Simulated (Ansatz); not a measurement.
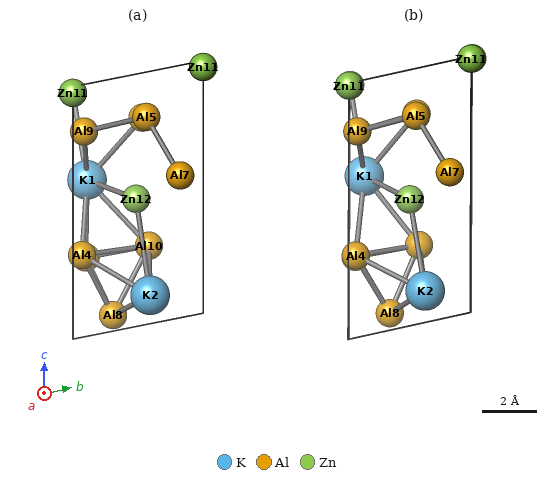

The structure of solid KAl₄Zn (a generated structure, set up in P1) (coarse preliminary run) before (left) and after (right) a relaxation, at one scale.

A ball-and-stick model of the cell of the calculation, seen along the a axis.

All numbers below come from Ansatz 0.2.0, DFT PBE, scalar-relativistic, plane waves, PAW. Set-up: plane-wave cutoff 420 eV; k-point mesh 6 × 6 × 6; occupations gaussian; smearing width 0.2 eV; no spin polarisation; cell and atoms relaxed; force threshold 0.025 eV/Å; at most 60 steps.

Question: Describe what moved and what it gained.

Answer: The run was cut off at its time limit before the relaxation converged, so the last structure is only a point on the way. The energy falls by 46.9 meV per atom in 2 geometry steps. Largest force component: 0.9 eV/Å at the start, 0.087 eV/Å at the end. Pressure: −0.08 GPa at the start and −0.07 GPa at the end. The atom that moves furthest relative to the cell is an Al atom (0.22 Å along [1 −2 0]). By element the largest moves are Al 0.22 Å, K 0.21 Å, Zn 0.16 Å. The volume changes by −1.9 %, with a 5.662 → 5.816 Å (+2.7 %), b 5.739 → 5.509 Å (−4.0 %), c 9.843 → 9.993 Å (+1.5 %), α 73.2° → 71.8°, β 75.3° → 75.5°, γ 60.7° → 59.3°. Some distances before and after: Al–K 3.725 → 3.372 Å, Al–K 3.026 → 3.343 Å, Al–K 3.636 → 3.351 Å, Al–Al 2.822 → 3.085 Å. Among the angles between lasting bonds that change: K–Zn–K 104.4° → 112.7°, K–Zn–K 111.4° → 105.5°, K–Zn–K 111.9° → 106.8°. The space group stays P1 (No. 1).
